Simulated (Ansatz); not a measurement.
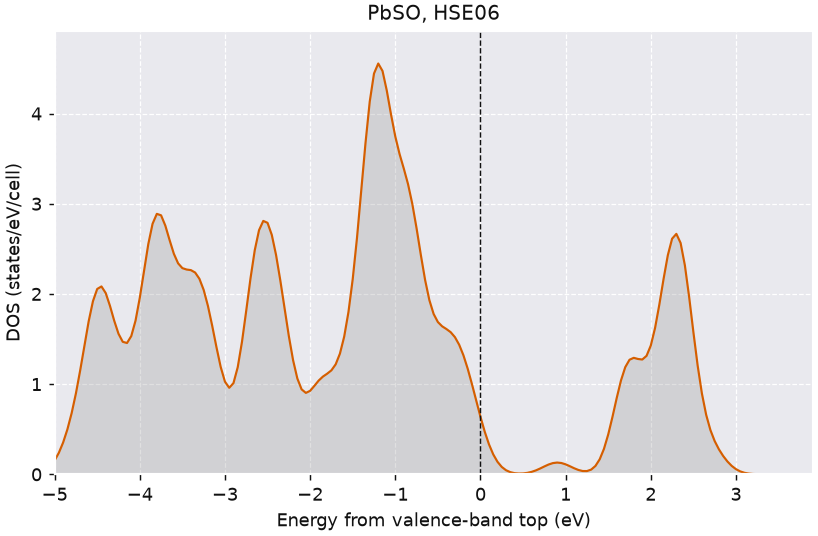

Density of states of PbSO (slab), 3 atoms in the cell, 1T monolayer (Janus) type, uniaxial (y) strain +2.0%. Level of theory: DFT, HSE06, plane waves, PAW, no spin polarisation, 6×6×1 k mesh, 420 eV cutoff; code Ansatz 0.2.0. Energies are counted from the top of the valence band. The curve is built from the levels of the k mesh with Gaussians 0.4 eV wide, which also blur the band edges.

There is a gap; over the k points computed it is 0.90 eV (direct among those points). Within the window shown, the tallest peak of the filled states lies 1.2 eV under the valence-band top, at about 4.6 states per eV and cell.

The atoms aren't at rest in this cell (largest force 0.3 eV/Å), so the relaxed material can differ. Spin-orbit coupling is left out, which matters for Pb.
